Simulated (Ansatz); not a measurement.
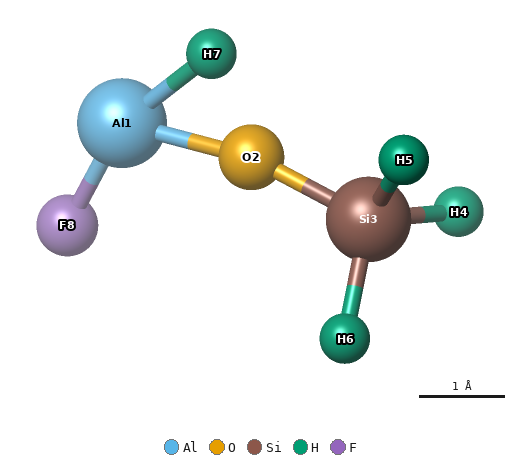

*The starting structure (ball-and-stick view, seen at a tilt; atoms are numbered from 1 in the order of the input). Sticks mark near contacts.*

Bond lengths as drawn: Al–F 1.65 Å, Al–H 1.69 Å, Al–O 1.81 Å, H–Si 1.48 Å and O–Si 1.68 Å.

## Run report: AlSiH4OF, molecular dynamics (part 1 of 3)

AlSiH4OF, computed with RHF/def2-SVP (Ansatz 0.2.0).

It belongs to a series of runs on one base structure; here: dynamics from the highest image of the converged band. Figures and captions count atoms from 1; the log counts them from 0 in places.

## What the program printed
```
Engine: ansatz 0.2.0, x86_64-unknown-linux-gnu
Functional definition: HF
  exchange = exact_x
  correlation = 0
835 factors; integrals over basis functions are off by at most 3.3e-4 eV
mean field evaluation 1: about -19240.1239 eV, gradient 4.2e1 eV
mean field evaluation 2: about -19240.1510 eV, gradient 4.2e1 eV
mean field evaluation 4: about -19243.8111 eV, gradient 3.2e0 eV
mean field evaluation 8: about -19243.8662 eV, gradient 4.0e-1 eV
mean field -19243.86716149 eV, -707.1990742232 hartree, gradient 2.4e-5 eV, S^2 0.000000; 0 other end points of the search recorded, 0 dependent functions left out
the calculation of the forces begins
reference -19243.86716149 eV, -707.1990742232 hartree; 24, 24 occupied and 60, 60 virtual orbitals, 835 factors
md step     0: t =     0.00 fs  T =   300.0 K  F+E_penalty+E_count = -19243.86716149 eV  E_kin = 0.232668 eV  conserved = -19243.63449349 eV  (37 SCF iters)
these checks for a lower state are left out or cut short: starts, cluster_reference, orbital_swaps, neighbouring_geometries, increment
835 factors; integrals over basis functions are off by at most 3.3e-4 eV
mean field evaluation 16: about -19243.8670 eV, gradient 5.1e-1 eV
mean field -19243.86748141 eV, -707.1990859798 hartree, gradient 5.4e-5 eV, S^2 0.000000; 0 other end points of the search recorded, 0 dependent functions left out
the calculation of the forces begins
reference -19243.86748141 eV, -707.1990859798 hartree; 24, 24 occupied and 60, 60 virtual orbitals, 835 factors
md step     1: t =     0.50 fs  T =   300.4 K  F+E_penalty+E_count = -19243.86748141 eV  E_kin = 0.233003 eV  conserved = -19243.63447835 eV  (36 SCF iters)
[... from here on the SCF iterations and repeated set-up lines of each step are left out, up to the last step ...]
md step     2: t =     1.00 fs  T =   302.2 K  F+E_penalty+E_count = -19243.86876198 eV  E_kin = 0.234353 eV  conserved = -19243.63440925 eV  (35 SCF iters)
md step     3: t =     1.50 fs  T =   306.7 K  F+E_penalty+E_count = -19243.87218664 eV  E_kin = 0.237896 eV  conserved = -19243.63429045 eV  (35 SCF iters)
md step     4: t =     2.00 fs  T =   316.7 K  F+E_penalty+E_count = -19243.87975956 eV  E_kin = 0.245631 eV  conserved = -19243.63412822 eV  (36 SCF iters)
md step     5: t =     2.50 fs  T =   335.6 K  F+E_penalty+E_count = -19243.89421871 eV  E_kin = 0.260287 eV  conserved = -19243.63393129 eV  (35 SCF iters)
md step     6: t =     3.00 fs  T =   367.7 K  F+E_penalty+E_count = -19243.91891617 eV  E_kin = 0.285205 eV  conserved = -19243.63371150 eV  (36 SCF iters)
md step     7: t =     3.50 fs  T =   418.0 K  F+E_penalty+E_count = -19243.95765835 eV  E_kin = 0.324173 eV  conserved = -19243.63348546 eV  (36 SCF iters)
md step     8: t =     4.00 fs  T =   491.5 K  F+E_penalty+E_count = -19244.01448458 eV  E_kin = 0.381209 eV  conserved = -19243.63327596 eV  (36 SCF iters)
md step     9: t =     4.50 fs  T =   593.4 K  F+E_penalty+E_count = -19244.09335390 eV  E_kin = 0.460240 eV  conserved = -19243.63311385 eV  (35 SCF iters)
md step    10: t =     5.00 fs  T =   728.1 K  F+E_penalty+E_count = -19244.19771089 eV  E_kin = 0.564674 eV  conserved = -19243.63303662 eV  (36 SCF iters)
md step    11: t =     5.50 fs  T =   898.5 K  F+E_penalty+E_count = -19244.32994373 eV  E_kin = 0.696862 eV  conserved = -19243.63308155 eV  (35 SCF iters)
md step    12: t =     6.00 fs  T =  1105.7 K  F+E_penalty+E_count = -19244.49082191 eV  E_kin = 0.857548 eV  conserved = -19243.63327369 eV  (34 SCF iters)
md step    13: t =     6.50 fs  T =  1348.0 K  F+E_penalty+E_count = -19244.67907467 eV  E_kin = 1.045460 eV  conserved = -19243.63361425 eV  (35 SCF iters)
md step    14: t =     7.00 fs  T =  1621.0 K  F+E_penalty+E_count = -19244.89128117 eV  E_kin = 1.257205 eV  conserved = -19243.63407583 eV  (34 SCF iters)
md step    15: t =     7.50 fs  T =  1918.0 K  F+E_penalty+E_count = -19245.12215542 eV  E_kin = 1.487545 eV  conserved = -19243.63461005 eV  (34 SCF iters)
md step    16: t =     8.00 fs  T =  2230.6 K  F+E_penalty+E_count = -19245.36514915 eV  E_kin = 1.729985 eV  conserved = -19243.63516455 eV  (34 SCF iters)
md step    17: t =     8.50 fs  T =  2549.7 K  F+E_penalty+E_count = -19245.61316242 eV  E_kin = 1.977462 eV  conserved = -19243.63570050 eV  (34 SCF iters)
md step    18: t =     9.00 fs  T =  2866.2 K  F+E_penalty+E_count = -19245.85913253 eV  E_kin = 2.222934 eV  conserved = -19243.63619882 eV  (34 SCF iters)
md step    19: t =     9.50 fs  T =  3171.6 K  F+E_penalty+E_count = -19246.09638906 eV  E_kin = 2.459733 eV  conserved = -19243.63665566 eV  (34 SCF iters)
md step    20: t =    10.00 fs  T =  3457.8 K  F+E_penalty+E_count = -19246.31881451 eV  E_kin = 2.681745 eV  conserved = -19243.63706995 eV  (33 SCF iters)
md step    21: t =    10.50 fs  T =  3718.0 K  F+E_penalty+E_count = -19246.52094142 eV  E_kin = 2.883506 eV  conserved = -19243.63743496 eV  (33 SCF iters)
md step    22: t =    11.00 fs  T =  3946.0 K  F+E_penalty+E_count = -19246.69808131 eV  E_kin = 3.060343 eV  conserved = -19243.63773840 eV  (32 SCF iters)
md step    23: t =    11.50 fs  T =  4137.0 K  F+E_penalty+E_count = -19246.84649015 eV  E_kin = 3.208524 eV  conserved = -19243.63796624 eV  (32 SCF iters)
md step    24: t =    12.00 fs  T =  4287.8 K  F+E_penalty+E_count = -19246.96352374 eV  E_kin = 3.325415 eV  conserved = -19243.63810905 eV  (32 SCF iters)
md step    25: t =    12.50 fs  T =  4396.3 K  F+E_penalty+E_count = -19247.04772237 eV  E_kin = 3.409557 eV  conserved = -19243.63816558 eV  (32 SCF iters)
md step    26: t =    13.00 fs  T =  4462.1 K  F+E_penalty+E_count = -19247.09879208 eV  E_kin = 3.460650 eV  conserved = -19243.63814170 eV  (32 SCF iters)
md step    27: t =    13.50 fs  T =  4486.4 K  F+E_penalty+E_count = -19247.11749015 eV  E_kin = 3.479444 eV  conserved = -19243.63804640 eV  (34 SCF iters)
md step    28: t =    14.00 fs  T =  4471.0 K  F+E_penalty+E_count = -19247.10546320 eV  E_kin = 3.467567 eV  conserved = -19243.63789591 eV  (33 SCF iters)
md step    29: t =    14.50 fs  T =  4419.2 K  F+E_penalty+E_count = -19247.06505972 eV  E_kin = 3.427357 eV  conserved = -19243.63770234 eV  (34 SCF iters)
md step    30: t =    15.00 fs  T =  4334.5 K  F+E_penalty+E_count = -19246.99917628 eV  E_kin = 3.361700 eV  conserved = -19243.63747627 eV  (34 SCF iters)
md step    31: t =    15.50 fs  T =  4221.3 K  F+E_penalty+E_count = -19246.91112734 eV  E_kin = 3.273902 eV  conserved = -19243.63722553 eV  (34 SCF iters)
md step    32: t =    16.00 fs  T =  4084.2 K  F+E_penalty+E_count = -19246.80453403 eV  E_kin = 3.167575 eV  conserved = -19243.63695946 eV  (33 SCF iters)
md step    33: t =    16.50 fs  T =  3928.1 K  F+E_penalty+E_count = -19246.68320178 eV  E_kin = 3.046513 eV  conserved = -19243.63668856 eV  (34 SCF iters)
md step    34: t =    17.00 fs  T =  3758.0 K  F+E_penalty+E_count = -19246.55097852 eV  E_kin = 2.914554 eV  conserved = -19243.63642434 eV  (33 SCF iters)
md step    35: t =    17.50 fs  T =  3578.6 K  F+E_penalty+E_count = -19246.41159625 eV  E_kin = 2.775419 eV  conserved = -19243.63617727 eV  (35 SCF iters)
md step    36: t =    18.00 fs  T =  3394.4 K  F+E_penalty+E_count = -19246.26852033 eV  E_kin = 2.632564 eV  conserved = -19243.63595588 eV  (37 SCF iters)
md step    37: t =    18.50 fs  T =  3209.4 K  F+E_penalty+E_count = -19246.12483495 eV  E_kin = 2.489071 eV  conserved = -19243.63576349 eV  (37 SCF iters)
md step    38: t =    19.00 fs  T =  3027.0 K  F+E_penalty+E_count = -19245.98319768 eV  E_kin = 2.347599 eV  conserved = -19243.63559875 eV  (37 SCF iters)
md step    39: t =    19.50 fs  T =  2850.1 K  F+E_penalty+E_count = -19245.84586703 eV  E_kin = 2.210411 eV  conserved = -19243.63545638 eV  (36 SCF iters)
md step    40: t =    20.00 fs  T =  2681.2 K  F+E_penalty+E_count = -19245.71478720 eV  E_kin = 2.079457 eV  conserved = -19243.63532980 eV  (36 SCF iters)
md step    41: t =    20.50 fs  T =  2522.7 K  F+E_penalty+E_count = -19245.59168980 eV  E_kin = 1.956475 eV  conserved = -19243.63521494 eV  (33 SCF iters)
md step    42: t =    21.00 fs  T =  2376.4 K  F+E_penalty+E_count = -19245.47816413 eV  E_kin = 1.843052 eV  conserved = -19243.63511187 eV  (36 SCF iters)
md step    43: t =    21.50 fs  T =  2244.4 K  F+E_penalty+E_count = -19245.37566254 eV  E_kin = 1.740637 eV  conserved = -19243.63502551 eV  (37 SCF iters)
md step    44: t =    22.00 fs  T =  2128.1 K  F+E_penalty+E_count = -19245.28542965 eV  E_kin = 1.650465 eV  conserved = -19243.63496499 eV  (37 SCF iters)
md step    45: t =    22.50 fs  T =  2028.8 K  F+E_penalty+E_count = -19245.20836947 eV  E_kin = 1.573428 eV  conserved = -19243.63494109 eV  (36 SCF iters)
md step    46: t =    23.00 fs  T =  1946.9 K  F+E_penalty+E_count = -19245.14488546 eV  E_kin = 1.509922 eV  conserved = -19243.63496322 eV  (36 SCF iters)
md step    47: t =    23.50 fs  T =  1882.1 K  F+E_penalty+E_count = -19245.09473540 eV  E_kin = 1.459697 eV  conserved = -19243.63503809 eV  (37 SCF iters)
md step    48: t =    24.00 fs  T =  1833.2 K  F+E_penalty+E_count = -19245.05693038 eV  E_kin = 1.421762 eV  conserved = -19243.63516862 eV  (36 SCF iters)
md step    49: t =    24.50 fs  T =  1797.8 K  F+E_penalty+E_count = -19245.02968848 eV  E_kin = 1.394334 eV  conserved = -19243.63535416 eV  (32 SCF iters)
md step    50: t =    25.00 fs  T =  1772.7 K  F+E_penalty+E_count = -19245.01043566 eV  E_kin = 1.374840 eV  conserved = -19243.63559598 eV  (32 SCF iters)
md step    51: t =    25.50 fs  T =  1753.5 K  F+E_penalty+E_count = -19244.99582020 eV  E_kin = 1.359926 eV  conserved = -19243.63589449 eV  (33 SCF iters)
md step    52: t =    26.00 fs  T =  1734.9 K  F+E_penalty+E_count = -19244.98174949 eV  E_kin = 1.345501 eV  conserved = -19243.63624854 eV  (33 SCF iters)
md step    53: t =    26.50 fs  T =  1710.8 K  F+E_penalty+E_count = -19244.96347474 eV  E_kin = 1.326826 eV  conserved = -19243.63664924 eV  (34 SCF iters)
md step    54: t =    27.00 fs  T =  1674.6 K  F+E_penalty+E_count = -19244.93579800 eV  E_kin = 1.298721 eV  conserved = -19243.63707681 eV  (33 SCF iters)
md step    55: t =    27.50 fs  T =  1619.5 K  F+E_penalty+E_count = -19244.89347773 eV  E_kin = 1.255987 eV  conserved = -19243.63749041 eV  (32 SCF iters)
md step    56: t =    28.00 fs  T =  1539.7 K  F+E_penalty+E_count = -19244.83196299 eV  E_kin = 1.194147 eV  conserved = -19243.63781576 eV  (32 SCF iters)
md step    57: t =    28.50 fs  T =  1432.2 K  F+E_penalty+E_count = -19244.74865779 eV  E_kin = 1.110734 eV  conserved = -19243.63792339 eV  (32 SCF iters)
md step    58: t =    29.00 fs  T =  1298.9 K  F+E_penalty+E_count = -19244.64499322 eV  E_kin = 1.007378 eV  conserved = -19243.63761489 eV  (32 SCF iters)
md step    59: t =    29.50 fs  T =  1151.1 K  F+E_penalty+E_count = -19244.52939409 eV  E_kin = 0.892739 eV  conserved = -19243.63665543 eV  (32 SCF iters)
md step    60: t =    30.00 fs  T =  1012.9 K  F+E_penalty+E_count = -19244.42048608 eV  E_kin = 0.785579 eV  conserved = -19243.63490695 eV  (32 SCF iters)
md step    61: t =    30.50 fs  T =   923.1 K  F+E_penalty+E_count = -19244.34848674 eV  E_kin = 0.715927 eV  conserved = -19243.63255943 eV  (36 SCF iters)
md step    62: t =    31.00 fs  T =   929.8 K  F+E_penalty+E_count = -19244.35144269 eV  E_kin = 0.721100 eV  conserved = -19243.63034253 eV  (33 SCF iters)
md step    63: t =    31.50 fs  T =  1075.8 K  F+E_penalty+E_count = -19244.46373784 eV  E_kin = 0.834334 eV  conserved = -19243.62940335 eV  (32 SCF iters)
md step    64: t =    32.00 fs  T =  1377.9 K  F+E_penalty+E_count = -19244.69931953 eV  E_kin = 1.068679 eV  conserved = -19243.63064056 eV  (32 SCF iters)
md step    65: t =    32.50 fs  T =  1812.1 K  F+E_penalty+E_count = -19245.03932089 eV  E_kin = 1.405420 eV  conserved = -19243.63390131 eV  (32 SCF iters)
md step    66: t =    33.00 fs  T =  2316.8 K  F+E_penalty+E_count = -19245.43477440 eV  E_kin = 1.796844 eV  conserved = -19243.63793014 eV  (32 SCF iters)
md step    67: t =    33.50 fs  T =  2815.2 K  F+E_penalty+E_count = -19245.82462468 eV  E_kin = 2.183369 eV  conserved = -19243.64125579 eV  (33 SCF iters)
md step    68: t =    34.00 fs  T =  3241.3 K  F+E_penalty+E_count = -19246.15694162 eV  E_kin = 2.513859 eV  conserved = -19243.64308241 eV  (32 SCF iters)
md step    69: t =    34.50 fs  T =  3555.7 K  F+E_penalty+E_count = -19246.40106330 eV  E_kin = 2.757652 eV  conserved = -19243.64341101 eV  (32 SCF iters)
md step    70: t =    35.00 fs  T =  3746.6 K  F+E_penalty+E_count = -19246.54835041 eV  E_kin = 2.905690 eV  conserved = -19243.64266069 eV  (33 SCF iters)
md step    71: t =    35.50 fs  T =  3823.1 K  F+E_penalty+E_count = -19246.60641054 eV  E_kin = 2.965071 eV  conserved = -19243.64133986 eV  (33 SCF iters)
md step    72: t =    36.00 fs  T =  3806.1 K  F+E_penalty+E_count = -19246.59174852 eV  E_kin = 2.951875 eV  conserved = -19243.63987391 eV  (33 SCF iters)
md step    73: t =    36.50 fs  T =  3720.0 K  F+E_penalty+E_count = -19246.52358814 eV  E_kin = 2.885058 eV  conserved = -19243.63852983 eV  (34 SCF iters)
md step    74: t =    37.00 fs  T =  3587.8 K  F+E_penalty+E_count = -19246.41994214 eV  E_kin = 2.782521 eV  conserved = -19243.63742077 eV  (33 SCF iters)
md step    75: t =    37.50 fs  T =  3428.8 K  F+E_penalty+E_count = -19246.29583245 eV  E_kin = 2.659270 eV  conserved = -19243.63656273 eV  (34 SCF iters)
md step    76: t =    38.00 fs  T =  3258.3 K  F+E_penalty+E_count = -19246.16291624 eV  E_kin = 2.526989 eV  conserved = -19243.63592707 eV  (33 SCF iters)
md step    77: t =    38.50 fs  T =  3087.2 K  F+E_penalty+E_count = -19246.02978013 eV  E_kin = 2.394306 eV  conserved = -19243.63547411 eV  (33 SCF iters)
md step    78: t =    39.00 fs  T =  2923.4 K  F+E_penalty+E_count = -19245.90244057 eV  E_kin = 2.267273 eV  conserved = -19243.63516715 eV  (33 SCF iters)
md step    79: t =    39.50 fs  T =  2772.0 K  F+E_penalty+E_count = -19245.78485085 eV  E_kin = 2.149878 eV  conserved = -19243.63497265 eV  (33 SCF iters)
md step    80: t =    40.00 fs  T =  2636.2 K  F+E_penalty+E_count = -19245.67936613 eV  E_kin = 2.044503 eV  conserved = -19243.63486304 eV  (34 SCF iters)
md step    81: t =    40.50 fs  T =  2517.3 K  F+E_penalty+E_count = -19245.58714911 eV  E_kin = 1.952336 eV  conserved = -19243.63481333 eV  (34 SCF iters)
md step    82: t =    41.00 fs  T =  2416.0 K  F+E_penalty+E_count = -19245.50853292 eV  E_kin = 1.873731 eV  conserved = -19243.63480190 eV  (34 SCF iters)
md step    83: t =    41.50 fs  T =  2331.9 K  F+E_penalty+E_count = -19245.44334124 eV  E_kin = 1.808532 eV  conserved = -19243.63480967 eV  (33 SCF iters)
md step    84: t =    42.00 fs  T =  2264.6 K  F+E_penalty+E_count = -19245.39117145 eV  E_kin = 1.756350 eV  conserved = -19243.63482177 eV  (33 SCF iters)
md step    85: t =    42.50 fs  T =  2213.6 K  F+E_penalty+E_count = -19245.35163107 eV  E_kin = 1.716806 eV  conserved = -19243.63482546 eV  (34 SCF iters)
md step    86: t =    43.00 fs  T =  2178.7 K  F+E_penalty+E_count = -19245.32452614 eV  E_kin = 1.689713 eV  conserved = -19243.63481268 eV  (34 SCF iters)
md step    87: t =    43.50 fs  T =  2160.0 K  F+E_penalty+E_count = -19245.30998118 eV  E_kin = 1.675200 eV  conserved = -19243.63478103 eV  (33 SCF iters)
md step    88: t =    44.00 fs  T =  2158.1 K  F+E_penalty+E_count = -19245.30847534 eV  E_kin = 1.673742 eV  conserved = -19243.63473373 eV  (34 SCF iters)
md step    89: t =    44.50 fs  T =  2174.0 K  F+E_penalty+E_count = -19245.32078537 eV  E_kin = 1.686105 eV  conserved = -19243.63468077 eV  (34 SCF iters)
md step    90: t =    45.00 fs  T =  2209.0 K  F+E_penalty+E_count = -19245.34783114 eV  E_kin = 1.713194 eV  conserved = -19243.63463719 eV  (34 SCF iters)
md step    91: t =    45.50 fs  T =  2263.9 K  F+E_penalty+E_count = -19245.39044321 eV  E_kin = 1.755822 eV  conserved = -19243.63462126 eV  (33 SCF iters)
md step    92: t =    46.00 fs  T =  2339.5 K  F+E_penalty+E_count = -19245.44908436 eV  E_kin = 1.814433 eV  conserved = -19243.63465175 eV  (33 SCF iters)
md step    93: t =    46.50 fs  T =  2435.4 K  F+E_penalty+E_count = -19245.52356812 eV  E_kin = 1.888822 eV  conserved = -19243.63474563 eV  (33 SCF iters)
md step    94: t =    47.00 fs  T =  2550.3 K  F+E_penalty+E_count = -19245.61280966 eV  E_kin = 1.977893 eV  conserved = -19243.63491690 eV  (36 SCF iters)
md step    95: t =    47.50 fs  T =  2681.2 K  F+E_penalty+E_count = -19245.71462460 eV  E_kin = 2.079445 eV  conserved = -19243.63517998 eV  (37 SCF iters)
md step    96: t =    48.00 fs  T =  2823.8 K  F+E_penalty+E_count = -19245.82554888 eV  E_kin = 2.189998 eV  conserved = -19243.63555083 eV  (36 SCF iters)
md step    97: t =    48.50 fs  T =  2971.5 K  F+E_penalty+E_count = -19245.94063494 eV  E_kin = 2.304586 eV  conserved = -19243.63604905 eV  (33 SCF iters)
md step    98: t =    49.00 fs  T =  3115.8 K  F+E_penalty+E_count = -19246.05316894 eV  E_kin = 2.416465 eV  conserved = -19243.63670433 eV  (33 SCF iters)
md step    99: t =    49.50 fs  T =  3245.0 K  F+E_penalty+E_count = -19246.15427209 eV  E_kin = 2.516717 eV  conserved = -19243.63755515 eV  (32 SCF iters)
md step   100: t =    50.00 fs  T =  3344.4 K  F+E_penalty+E_count = -19246.23244303 eV  E_kin = 2.593817 eV  conserved = -19243.63862610 eV  (32 SCF iters)
md step   101: t =    50.50 fs  T =  3395.5 K  F+E_penalty+E_count = -19246.27330668 eV  E_kin = 2.633413 eV  conserved = -19243.63989416 eV  (32 SCF iters)
md step   102: t =    51.00 fs  T =  3376.7 K  F+E_penalty+E_count = -19246.26008788 eV  E_kin = 2.618859 eV  conserved = -19243.64122928 eV  (32 SCF iters)
md step   103: t =    51.50 fs  T =  3266.4 K  F+E_penalty+E_count = -19246.17564605 eV  E_kin = 2.533316 eV  conserved = -19243.64233045 eV  (35 SCF iters)
md step   104: t =    52.00 fs  T =  3048.5 K  F+E_penalty+E_count = -19246.00696046 eV  E_kin = 2.364261 eV  conserved = -19243.64269929 eV  (33 SCF iters)
md step   105: t =    52.50 fs  T =  2721.4 K  F+E_penalty+E_count = -19245.75233774 eV  E_kin = 2.110596 eV  conserved = -19243.64174221 eV  (33 SCF iters)
md step   106: t =    53.00 fs  T =  2308.8 K  F+E_penalty+E_count = -19245.42972372 eV  E_kin = 1.790632 eV  conserved = -19243.63909211 eV  (32 SCF iters)
md step   107: t =    53.50 fs  T =  1864.8 K  F+E_penalty+E_count = -19245.08135216 eV  E_kin = 1.446247 eV  conserved = -19243.63510486 eV  (33 SCF iters)
md step   108: t =    54.00 fs  T =  1465.6 K  F+E_penalty+E_count = -19244.76778275 eV  E_kin = 1.136652 eV  conserved = -19243.63113050 eV  (34 SCF iters)
md step   109: t =    54.50 fs  T =  1185.2 K  F+E_penalty+E_count = -19244.54813346 eV  E_kin = 0.919193 eV  conserved = -19243.62894075 eV  (34 SCF iters)
md step   110: t =    55.00 fs  T =  1064.3 K  F+E_penalty+E_count = -19244.45490349 eV  E_kin = 0.825455 eV  conserved = -19243.62944847 eV  (34 SCF iters)
md step   111: t =    55.50 fs  T =  1094.4 K  F+E_penalty+E_count = -19244.48081217 eV  E_kin = 0.848805 eV  conserved = -19243.63200722 eV  (33 SCF iters)
md step   112: t =    56.00 fs  T =  1227.8 K  F+E_penalty+E_count = -19244.58732722 eV  E_kin = 0.952244 eV  conserved = -19243.63508348 eV  (34 SCF iters)
md step   113: t =    56.50 fs  T =  1404.0 K  F+E_penalty+E_count = -19244.72631836 eV  E_kin = 1.088886 eV  conserved = -19243.63743239 eV  (34 SCF iters)
```
